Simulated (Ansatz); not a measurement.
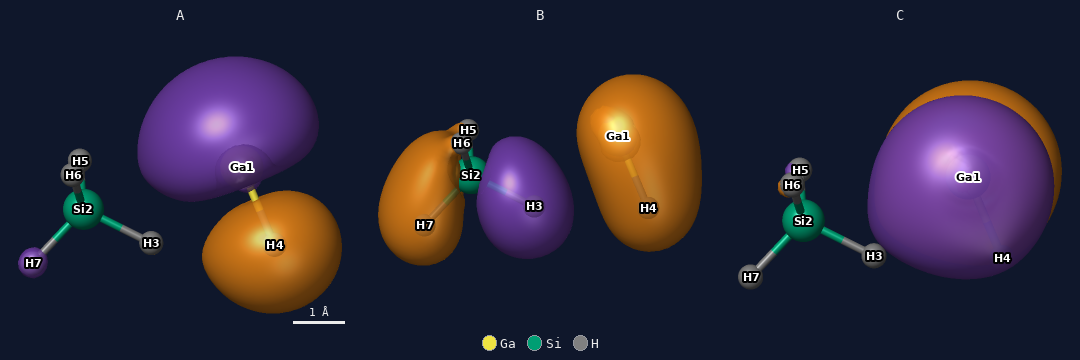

Figure. GaH···SiH₄. Three frontier orbitals at ±0.08 Å⁻³ᐟ² (orange and purple are the two phases), in no order.

The product side of a reaction path; geometry: PBE0-D4/def2-TZVP.

Computed with RKS PBE0-D4/def2-TZVPP in Ansatz.

| atom | x (Å) | y (Å) | z (Å) |
| --- | --- | --- | --- |
| Ga | -1.3983 | -0.7814 | 1.6638 |
| Si | 0.7750 | 0.4643 | -0.4259 |
| H | -0.4927 | -0.3412 | -0.4692 |
| H | -2.4086 | -1.4926 | 0.5318 |
| H | 1.8096 | -0.2790 | 0.3318 |
| H | 0.5060 | 1.7792 | 0.2028 |
| H | 1.2090 | 0.6508 | -1.8351 |

**Order the three orbitals by energy and name them.**

B is the HOMO−1 (−9.61 eV). Its weight (Hirshfeld) is mainly on Ga1 (about 30 %), Si2 (about 25 %), H3 (about 20 %), H4 (about 15 %) and H7 (about 10 %). A is the HOMO (−5.86 eV). It lies mainly on Ga1 (about 65 %) and H4 (about 30 %). C is the LUMO (−1.67 eV). It lies mainly on Ga1 (about 85 %).

**What is the HOMO–LUMO gap?**

4.19 eV between the orbital energies.
